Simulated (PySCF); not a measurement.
# C$_{4}$H$_{8}$ClFSi (SMILES C=C(C)[SiH2][C@H](F)Cl): what the fields show

```xyz
15

C    -0.6628   -0.9829    1.2503
C    -0.8276   -0.0987    0.2720
C    -2.1938    0.3854   -0.1158
Si    0.6026    0.6487   -0.7058
C     2.2424   -0.2666   -0.2545
F     2.5762   -0.0897    1.0577
Cl    3.5491    0.4265   -1.2503
H    -1.5001   -1.3868    1.7999
H     0.3092   -1.3343    1.5518
H    -2.3893    0.1604   -1.1626
H    -2.2550    1.4658    0.0014
H    -2.9658   -0.0788    0.4933
H     0.8175    2.0582   -0.3772
H     0.4403    0.4458   -2.1482
H     2.2526   -1.3449   -0.4338
```

Geometry: GFN2-xTB.

Method: wB97X-D/def2-SVPD, SCF density, gas phase in PySCF 2.14.0.

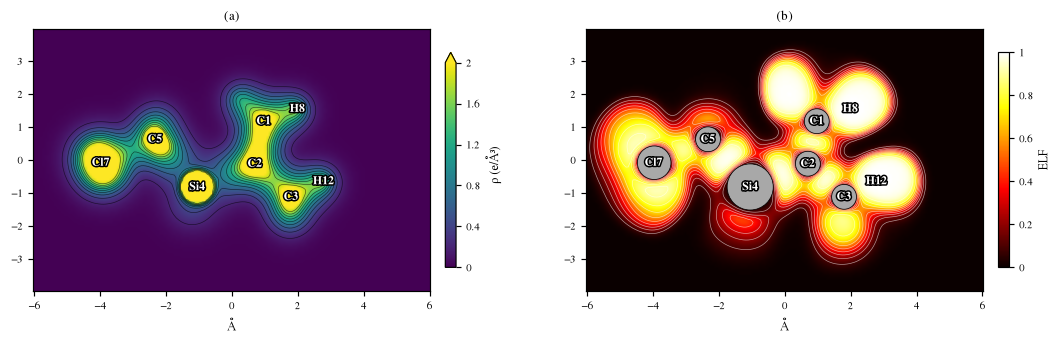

Figure 1. (a) total electron density; (b) ELF on the plane of atoms C2, Si4 and C5. Grey discs cover the atomic cores in the ELF map.

Question: Interpret the plot.

Answer: The plane passes through C, Si, Cl and H nuclei.
C–C (1.33 Å): the density is about 2.3 e/Å³ at the midpoint; the ELF peaks at about 0.90 between the atoms; a multiple bond.
C–Cl (1.78 Å): the density is about 1.3 e/Å³ at the midpoint; the ELF peaks at about 0.90 between the atoms: localised, covalent bonding.
C–Si (1.89 Å): ρ at the midpoint is about 0.96 e/Å³; the ELF peaks at about 1 between the atoms, as expected for a covalent bond.
C–H (1.08 Å): the density is about 2 e/Å³ at the midpoint; the ELF climbs to about 1 towards the hydrogen, as it does in any bond to H (a covalent bond by its length).
C–C (1.50 Å): the density is about 1.7 e/Å³ at the midpoint; the ELF peaks at about 0.95 between the atoms (a covalent bond).
The ELF also peaks beside Cl7, away from the bonds: lone-pair regions.

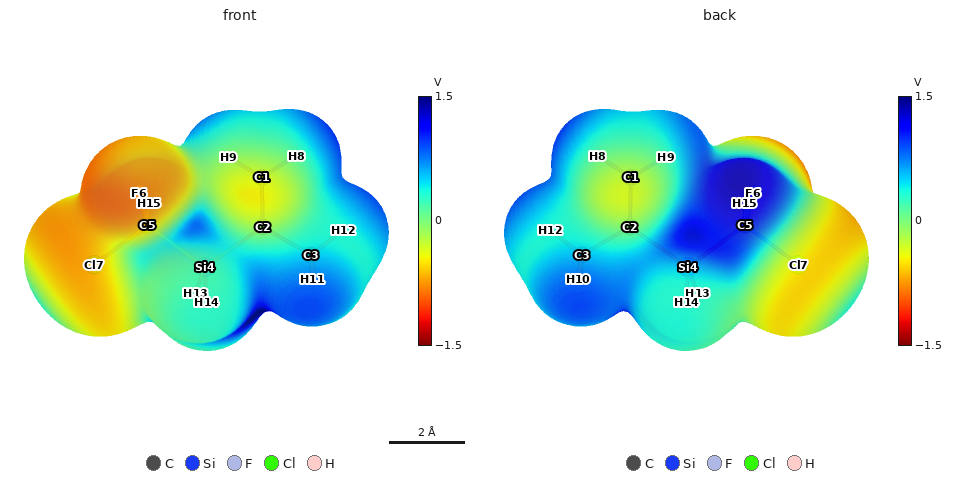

Figure 2. The molecular electrostatic potential painted on the density surface at 0.002 e/bohr³, seen from the front and from behind; red is negative and blue positive.

Question: Describe the electrostatic potential map.

Answer: The most negative region (about −0.9 V) lies over F6, the most positive (about +1.4 V) over Si4. Cl7 shows a σ-hole: about +0.3 V at the tip opposite its bond, against about −0.6 V on its flanks.

Question: How polar is the molecule by this calculation?

Answer: Its dipole moment is 2.77 D.
